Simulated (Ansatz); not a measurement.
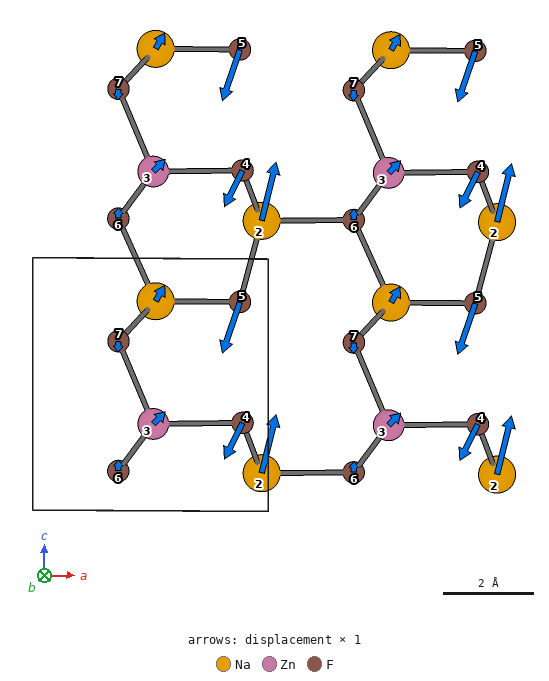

This is a relaxation of a crystal of Na$_{2}$ZnF$_{4}$ (built on the Al2ZnSe4-6 type type). The starting structure is drawn; blue arrows show the displacements (the part carried along by the change of the cell is left out), at their true length.

The picture is a ball-and-stick view of the cell of the calculation, repeated 2 × 1 × 2 with one cell outlined, seen along the b axis.

These are results of DFT, PBEsol, plane waves, PAW in Ansatz, not measurements. Settings: plane-wave cutoff 420 eV; k-point mesh 4 × 6 × 4; occupations fermi dirac; smearing width 0.03 eV; no spin polarisation; cell and atoms relaxed; force threshold 0.01 eV/Å; at most 120 steps.

What happened in the run?

After 29 accepted moves (33 points after the start) the energy has fallen by 535 meV per atom. The largest force component goes from 2.7 to 0.0005 eV/Å. Pressure: 8.79 GPa at the start and 0.01 GPa at the end. At 4 points the geometry stayed and the basis and grid were re-selected for the new cell (energy shift of 15.7 meV per atom at most each time). The atom that moves furthest relative to the cell is a Na atom (1.37 Å along [1 0 3]). Largest moves by element: Na 1.37 Å, F 1.23 Å, Zn 0.40 Å. The volume changes by +3.7 %, with a 5.273 → 5.669 Å (+7.5 %), b 3.131 → 3.171 Å (+1.3 %), c 5.654 → 5.670 Å (+0.3 %), β 90.3° → 108.2°. Some distances before and after: F–Na 1.880 → 4.319 Å, F–Zn 3.701 → 2.069 Å, F–Na 3.910 → 2.316 Å, F–Na 3.868 → 2.320 Å. New bonds form, among them: F–Na (3.85 → 2.32 Å), F–Na (3.87 → 2.32 Å), F–Na (3.91 → 2.32 Å), F–Zn (3.70 → 2.07 Å). Bonds break, among them: F–Na (1.88 → 4.32 Å). Among the angles between lasting bonds that change: F–Zn–F 112.1° → 180.0°, F–Na–F 114.7° → 180.0°, Na–F–Na 113.8° → 163.5°. The space group (tolerance 0.01 Å) goes from Pm (No. 6) to Cmmm (No. 65). The run took 2.3 min on 4 threads of Arm Neoverse V2 (shared host), peak memory 0.45 GiB.
